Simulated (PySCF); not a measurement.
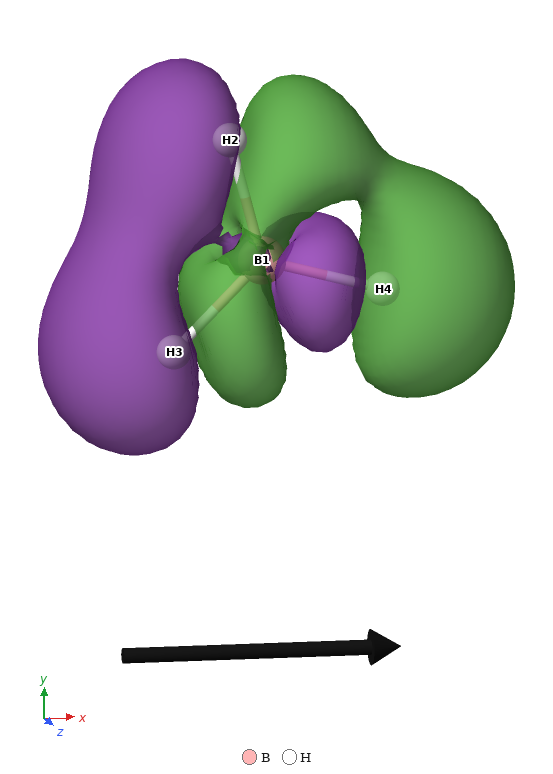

*BH3, SMILES `B`. Change of the electron density in a uniform field of 0.51 V/Å along +x (arrow), surfaces at ±0.002 e/Å³ (purple: gain, green: loss).*

PySCF calculation, B3LYP/def2-SVPD, gas phase; geometry: GFN2-xTB. No frequency check shows the geometry to be a minimum.

Input

```python
import numpy as np
from pyscf import gto, scf, dft
from pyscf.scf import atom_ks, atom_hf
from scipy.linalg import block_diag

def solve(mol, dm0=None, hcore=None):
    mf = (dft.UKS if mol.spin else dft.RKS)(mol, xc='b3lyp')
    mf.grids.level = 3
    mf = mf.density_fit(auxbasis='def2-universal-jkfit')
    mf.conv_tol, mf.max_cycle = 1e-8, 80
    if hcore is not None:
        mf.get_hcore = lambda *args: hcore
    mf.kernel(dm0)
    if not mf.converged:
        mf = mf.newton().run(mf.mo_coeff, mf.mo_occ, max_cycle=30)
    assert mf.converged, 'SCF not converged'
    return mf

mol = gto.M(atom='''
B      0.00000     0.00000     0.00000
H     -0.30093     1.12490     0.00000
H     -0.82373    -0.82307     0.00000
H      1.12466    -0.30184     0.00000
''', basis='def2-svpd', charge=0, spin=0, verbose=4)
field = np.array([-0.01, -0.0, -0.0])  # atomic units
mol.set_common_orig(mol.atom_charges() @ mol.atom_coords() / mol.atom_charges().sum())
mf = solve(mol)
out = dict(dm0=mf.make_rdm1(), d0=mf.dip_moment(unit='AU'), e0=mf.e_tot)
for name, sign in (('p', 1), ('m', -1)):
    h = mf.get_hcore() + sign * np.einsum('x,xij->ij', field, mol.intor('int1e_r'))
    mi = solve(mol, mf.make_rdm1(), h)
    out.update({'dm' + name: mi.make_rdm1(), 'd' + name: mi.dip_moment(unit='AU'), 'e' + name: mi.e_tot})
# spherically averaged free atoms, for the promolecule
atm = atom_ks.get_atm_nrks(mol, xc='b3lyp')
pro = block_diag(*[(atm[a[0]][2] * atm[a[0]][3]) @ atm[a[0]][2].T for a in mol._atom])
np.savez('result.npz', pro=pro, **out)
```

Launched as:

```sh
OMP_NUM_THREADS=1 python input.py
```

The run took 3.7 s on 1 thread of Arm Neoverse V1, with other jobs on the host, peak memory 0.2 GiB.

Partitions, critical points and surface values were worked out afterwards from this run's density.

The field was applied in both directions; the picture shows the one opposite to the script's first.

Q: What dipole is induced, and what polarisability does it imply?

A: The induced dipole is 0.47 D (along the field); α along this axis, from the fields in both directions, is 19 bohr³ (2.7 Å³).
